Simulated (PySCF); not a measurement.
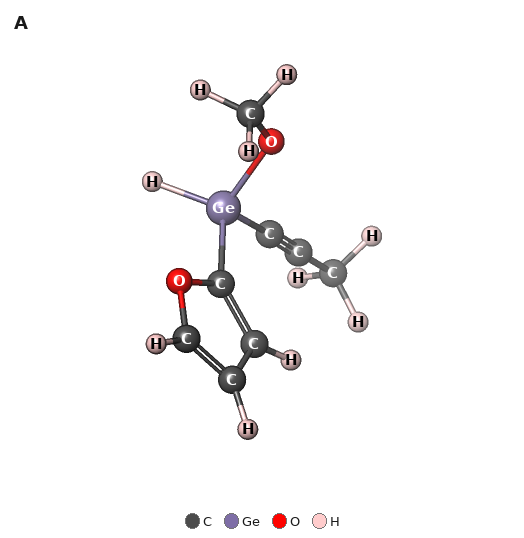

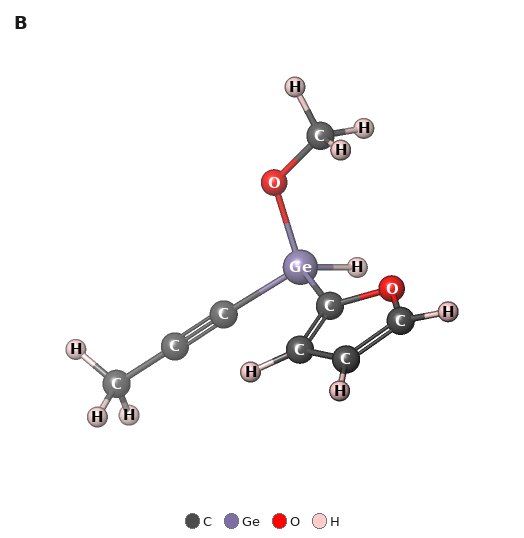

Distant atoms are faded towards the background colour. The geometry was computed by an optimisation with PBE0-D3(BJ)/def2-SVP. No frequency run is at hand to confirm it as a minimum.

Q: Can A be turned into B by a rotation alone?

A: No. They are enantiomers, mirror images that no rotation superimposes: A is CC#[C][Ge@H]([O]C)[c]1ccco1 (), B is CC#[C][Ge@@H]([O]C)[c]1ccco1 (). Their energies are equal.
